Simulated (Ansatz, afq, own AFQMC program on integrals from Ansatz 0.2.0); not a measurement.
# CHSi (quartet): AFQMC on the coupled-cluster ladder at distance Si1–C2 = 1.893 Å, cc-pVDZ, part 2 of 2

Ansatz 0.2.0, Gaussian basis, and an in-house AFQMC program (afq) on its integrals; all values are calculated; cc-pVDZ, frozen cores. The steps go on from the part before.

## Step 9: CCSDT(Q) on UHF

File in.yaml:

```yaml
crystal:
  periodic: [false, false, false]
  atoms:
    - {symbol: Si, position_ang: [0.000000, 0.032553, 0.617233]}
    - {symbol: C, position_ang: [0.000000, -0.127023, -1.268554]}
    - {symbol: H, position_ang: [0.000000, 0.606549, -2.082531]}
basis:
  gaussian: {orbitals: cc-pVDZ}
magnetization: {spin_polarized: true, initial_magnetization: 3}
correlation: {method: ccsdt_q, electrons: outside_noble_gas}
```

Launch:

```sh
ansatz run in.yaml --threads 1 --pin off --events-out ev --progress --plain --max-ram 1382MiB
```

The program printed (excerpt; [...] marks lines left out):

```text
Functional definition: HF
  name "HF"
  cite "Fock, Z. Phys. 61, 126 (1930) doi:10.1007/BF01340294"
  parent pbe
[...]
680 factors; integrals over basis functions are off by at most 1.9e-7 eV
[...]
mean field -8904.15049074 eV, -327.2214950846 hartree, gradient 8.7e-6 eV, S^2 3.784337; 14 other end points of the search recorded, 0 dependent functions left out
determinant -8904.15049074 eV, -327.2214950846 hartree, with singles and doubles -8908.96277513 eV, -327.3983432741 hartree
determinant -8903.90253970 eV, -327.2123830522 hartree, with singles and doubles -8908.62058949 eV, -327.3857681840 hartree
determinant -8902.15842660 eV, -327.1482880777 hartree, with singles and doubles -8907.05425124 eV, -327.3282063148 hartree
determinant -8901.99215882 eV, -327.1421778498 hartree, with singles and doubles -8907.05946380 eV, -327.3283978727 hartree
[...]
determinant -8900.77854445 eV, -327.0975783440 hartree, with singles and doubles -8905.82205717 eV, -327.2829240181 hartree
determinant -8904.15049074 eV, -327.2214950846 hartree, with singles and doubles -8908.96522296 eV, -327.3984332303 hartree
determinant -8903.90253970 eV, -327.2123830522 hartree, with singles and doubles -8908.62560242 eV, -327.3859524056 hartree
6 core orbitals not correlated: weight in the atoms' cores, before any rotation towards them, 1.000 or more for the frozen orbitals, at most 0.000 for the correlated occupied ones
reference -8904.15049074 eV, -327.2214950846 hartree; 6, 3 occupied and 25, 28 virtual orbitals, 680 factors
second order -3.83835108 eV of doubles, -0.00000000 eV of singles
cycle   1  -4.48751948 eV  change   -6.5e-1 eV  update   7.9e-2
[...]
cycle  21  -4.98701898 eV  change    8.0e-7 eV  update   6.2e-7
perturbative correction -0.00881414 eV, -0.0003239136 hartree
Total energy: -8909.14632386 eV, -327.4050885655 hartree
```

It took 17 s on 1 thread of Intel Xeon Platinum 8175M at 2.50GHz (Skylake/Cascade Lake), shared host.

From the report: ⟨S²⟩ of the determinant 3.784 (pure quartet: 3.75); correlation -4.9958 eV; T1 0.033; largest double amplitude 0.07.

## Step 10: Phaseless AFQMC, CISD trial on UHF

It reads the integrals that the CCSD(T) run on this determinant wrote.

Launch:

```sh
afq ham --method phaseless --trial cisd --walkers 60 --populations 1 --least-time 40 --time-step 0.005 --steps-per-block 50 --equilibration-blocks 28 --max-blocks 300 --target-error 0.00036 --factor-cut 1e-05 --start spin_pure --seed 6120 --release-times 0.24,0.51,0.99,1.62,2.4 --release-step 0.03 --release-every 4 --taylor-order 6
```

The program printed:

```text
orbitals 31  electrons 6 3  factors 225 of 362
reference energy -327.22149376 Eh
CCSD correlation -0.17693795 Eh in 15 cycles, weight of the determinant in the CISD state 0.8800
energy of the start -327.397585 Eh
 block  time / (1/Eh)  mean weight  energy / Eh
     1     0.250  0.9971  -327.396496
     2     0.500  1.0022  -327.397029
     3     0.750  0.9999  -327.398114
     4     1.000  0.9982  -327.399083
     5     1.250  1.0011  -327.399420
     6     1.500  0.9999  -327.398756
     7     1.750  0.9999  -327.399064
     8     2.000  0.9998  -327.400093
     9     2.250  1.0003  -327.402169
    10     2.500  1.0014  -327.405698
    13     3.250  0.9986  -327.401828
    17     4.250  1.0011  -327.413184
    21     5.250  1.0005  -327.404473
    25     6.250  1.0017  -327.403986
    29     7.250  1.0012  -327.403076
    33     8.250  1.0007  -327.410608
    37     9.250  1.0007  -327.403589
    41    10.250  1.0003  -327.406073
    45    11.250  0.9976  -327.412092
    49    12.250  1.0004  -327.407116
    53    13.250  0.9977  -327.402379
    57    14.250  1.0018  -327.410724
    61    15.250  0.9990  -327.406312
    65    16.250  0.9991  -327.404718
    69    17.250  1.0006  -327.405170
    73    18.250  1.0014  -327.408082
    77    19.250  0.9999  -327.406575
    81    20.250  1.0010  -327.402344
    85    21.250  1.0016  -327.407861
    89    22.250  0.9991  -327.407561
    93    23.250  1.0011  -327.400636
    97    24.250  1.0001  -327.404517
   101    25.250  1.0005  -327.405345
   105    26.250  1.0010  -327.402643
   109    27.250  0.9993  -327.405024
   113    28.250  1.0008  -327.400475
   117    29.250  0.9989  -327.404790
   121    30.250  0.9995  -327.404475
   125    31.250  1.0003  -327.409378
   129    32.250  0.9950  -327.400850
   133    33.250  1.0000  -327.401160
   137    34.250  1.0018  -327.405192
   141    35.250  1.0002  -327.406141
   145    36.250  1.0020  -327.405213
   149    37.250  1.0002  -327.407009
   153    38.250  0.9976  -327.403382
   157    39.250  1.0015  -327.406799
   161    40.250  0.9996  -327.406537
   165    41.250  1.0011  -327.407077
   169    42.250  0.9993  -327.403229
   173    43.250  0.9990  -327.402221
   177    44.250  0.9981  -327.404350
   181    45.250  1.0005  -327.402543
   185    46.250  0.9983  -327.403154
blocks merged  error / Eh  count
     1  0.000208  160
     2  0.000245  80
     4  0.000269  40
     8  0.000231  20
    16  0.000292  10
released: time / (1/Eh)  energy / Eh  error  mean overlap
  0.24  -327.404524  0.000386  1.0132
  0.51  -327.404788  0.000340  1.0279
  0.99  -327.404835  0.000415  1.0417
  1.62  -327.405390  0.000495  1.0342
  2.40  -327.404435  0.000597  1.0708
energy -327.404892 +/- 0.000269 Eh
```

It took 3.8 min on 1 thread of Intel Xeon Platinum 8175M at 2.50GHz (Skylake/Cascade Lake), shared host.

Energy -8909.1410 ± 0.0073 eV. Caveats: constraint bias not in the error.

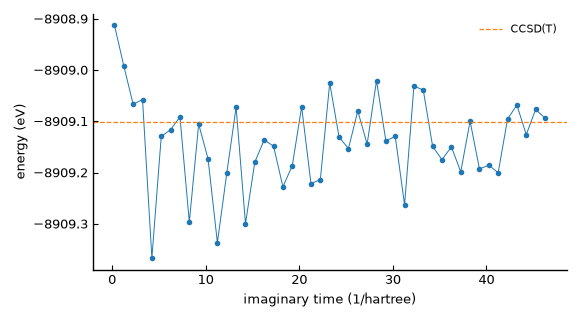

Block energies along the walk.

## Step 11: Phaseless AFQMC, single-determinant trial on UHF

It reads the integrals that the CCSD(T) run on this determinant wrote.

Launch:

```sh
afq ham --method phaseless --trial hf --walkers 120 --populations 1 --least-time 40 --time-step 0.005 --steps-per-block 20 --equilibration-blocks 112 --max-blocks 600 --target-error 0.00108 --factor-cut 1e-05 --start spin_pure --seed 3399 --taylor-order 6
```

The program printed:

```text
orbitals 31  electrons 6 3  factors 225 of 362
reference energy -327.22149376 Eh
CCSD correlation -0.17693795 Eh in 15 cycles, weight of the determinant in the CISD state 0.8800
energy of the start -327.222081 Eh
 block  time / (1/Eh)  mean weight  energy / Eh
     1     0.100  1.0016  -327.255490
     2     0.200  1.0001  -327.283097
     3     0.300  1.0021  -327.302271
     4     0.400  1.0012  -327.318091
     5     0.500  1.0018  -327.342245
     6     0.600  1.0013  -327.356056
     7     0.700  1.0004  -327.380995
     8     0.800  0.9999  -327.394357
     9     0.900  1.0007  -327.391270
    10     1.000  1.0004  -327.400124
    18     1.800  0.9996  -327.401793
    35     3.500  1.0013  -327.399134
    52     5.200  1.0005  -327.405151
    69     6.900  0.9992  -327.406876
    86     8.600  1.0002  -327.383413
   103    10.300  0.9996  -327.415902
   120    12.000  0.9999  -327.383703
   137    13.700  0.9991  -327.399988
   154    15.400  0.9989  -327.399092
   171    17.100  0.9996  -327.425079
   188    18.800  0.9993  -327.390820
   205    20.500  0.9995  -327.411176
   222    22.200  1.0012  -327.423138
   239    23.900  0.9983  -327.401139
   256    25.600  1.0004  -327.385918
   273    27.300  1.0005  -327.394435
   290    29.000  0.9996  -327.409049
   307    30.700  0.9997  -327.407447
   324    32.400  0.9997  -327.405735
   341    34.100  1.0006  -327.392125
   358    35.800  0.9998  -327.415288
   375    37.500  1.0007  -327.399871
   392    39.200  1.0010  -327.402300
   409    40.900  0.9992  -327.387687
   426    42.600  1.0006  -327.396473
   443    44.300  0.9931  -327.390267
   460    46.000  1.0019  -327.424692
   477    47.700  0.9996  -327.401356
   494    49.400  1.0000  -327.392061
   511    51.100  1.0012  -327.394961
   528    52.800  0.9992  -327.420634
   545    54.500  1.0001  -327.402372
   562    56.200  1.0002  -327.417484
   579    57.900  1.0003  -327.401386
   596    59.600  1.0014  -327.408353
   613    61.300  1.0009  -327.408702
   630    63.000  1.0010  -327.418351
   647    64.700  1.0012  -327.410796
   664    66.400  0.9987  -327.412551
   681    68.100  0.9992  -327.389371
   698    69.800  1.0009  -327.407490
blocks merged  error / Eh  count
     1  0.000531  600
     2  0.000706  300
     4  0.000915  150
     8  0.001150  75
    16  0.001362  37
    32  0.001635  18
    64  0.001703  9
energy -327.402825 +/- 0.001635 Eh
```

It took 3.7 min on 1 thread of Intel Xeon Platinum 8175M at 2.50GHz (Skylake/Cascade Lake), shared host.

Energy -8909.0847 ± 0.0445 eV. Caveats: constraint bias not in the error; error above the target.

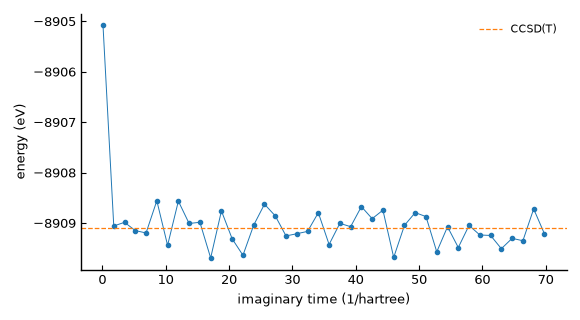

Block energies along the walk.

## Step 12: Free-projection AFQMC, CISD trial on UHF

It reads the integrals that the CCSD(T) run on this determinant wrote.

Launch:

```sh
afq ham --method free --trial cisd --walkers 60 --time-step 0.03 --max-blocks 80 --target-error 0.00036 --factor-cut 1e-05 --seed 4037 --times 0,0.3,0.6,1.2,1.8,2.4,3.6,4.8,6 --taylor-order 8
```

The program printed:

```text
orbitals 31  electrons 6 3  factors 225 of 362
reference energy -327.22149376 Eh
CCSD correlation -0.17693795 Eh in 15 cycles, weight of the determinant in the CISD state 0.8800
repeat  energy at the last time / Eh  error
    10  -327.402974  0.001243
    20  -327.403346  0.000840
    30  -327.404531  0.000820
    40  -327.404944  0.000750
    50  -327.404568  0.000691
    60  -327.404912  0.000652
    70  -327.405262  0.000624
    80  -327.405742  0.000628
time / (1/Eh)  energy / Eh  error  mean overlap
  0.00  -327.398429  0.000110  1.1365
  0.30  -327.401789  0.000137  1.1288
  0.60  -327.403180  0.000173  1.1287
  1.20  -327.404489  0.000184  1.1088
  1.80  -327.404973  0.000205  1.1085
  2.40  -327.404758  0.000252  1.1188
  3.60  -327.404717  0.000348  1.1449
  4.80  -327.404623  0.000455  1.1608
  6.00  -327.405742  0.000628  1.1591
energy -327.405742 +/- 0.000628 Eh
```

Wall time 4 min (1 thread of Intel Xeon Platinum 8175M at 2.50GHz (Skylake/Cascade Lake), shared host).

Energy -8909.1641 ± 0.0171 eV. Caveats: remainder of the start not in the error; error above the target.

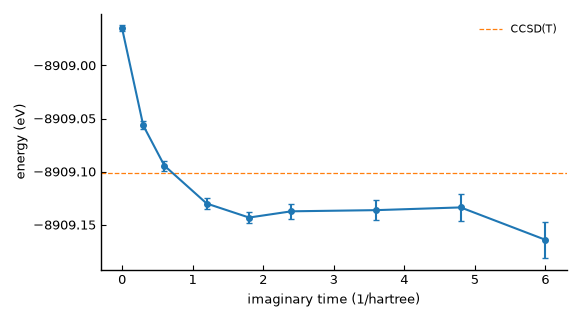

Energy against projection time, with error bars.

## Step 13: All levels side by side

On the UHF determinant, counted from CCSDT(Q) (a yardstick, not exact):

| level | energy (eV) | from CCSDT(Q) (kcal/mol) | statistical error (kcal/mol) | time |
| --- | --- | --- | --- | --- |
| HF | -8904.1505 | +115.21 |  |  |
| MP2 | -8907.9888 | +26.69 |  |  |
| CCSD | -8908.9652 | +4.18 |  |  |
| CCSD(T) | -8909.1016 | +1.03 |  |  |
| CCSDT(Q) | -8909.1463 | 0.00 |  |  |
| Phaseless AFQMC, CISD trial, step 0.005, 60 walkers | -8909.1410 | +0.12 | 0.17 | 3.8 min |
| Phaseless AFQMC, single-determinant trial, step 0.005, 120 walkers | -8909.0847 | +1.42 | 1.03 | 3.7 min |
| Free-projection AFQMC, CISD trial, step 0.03, 60 walkers | -8909.1641 | -0.41 | 0.39 | 4 min |

The functionals' totals stand on their own zeros and serve differences with other points: PBE -8919.144 eV; r2SCAN -8923.294 eV; PBE0 -8920.059 eV; B3LYP -8925.198 eV; wB97M-V -8923.608 eV; B2PLYP -8920.074 eV.

## Step 14: Outcome

What follows sums up all 2 parts.

```
                                                      quantity                  value
                                  CCSD(T) on UHF from CCSDT(Q)         +1.03 kcal/mol
              Phaseless AFQMC, CISD trial on UHF from CCSDT(Q)  +0.12 ± 0.17 kcal/mol
Phaseless AFQMC, single-determinant trial on UHF from CCSDT(Q)  +1.42 ± 1.03 kcal/mol
        Free-projection AFQMC, CISD trial on UHF from CCSDT(Q)  -0.41 ± 0.39 kcal/mol
```

What this shows: On UHF the phaseless walk with the CISD trial lies +0.12 kcal/mol from CCSDT(Q), within three error bars. Free projection has no constraint; at the last time it gives -0.41 ± 0.39 kcal/mol, and from a start that isn't spin pure other spins can mix in. Error bars are statistical and leave out the constraint, the time step and what remains of the start.
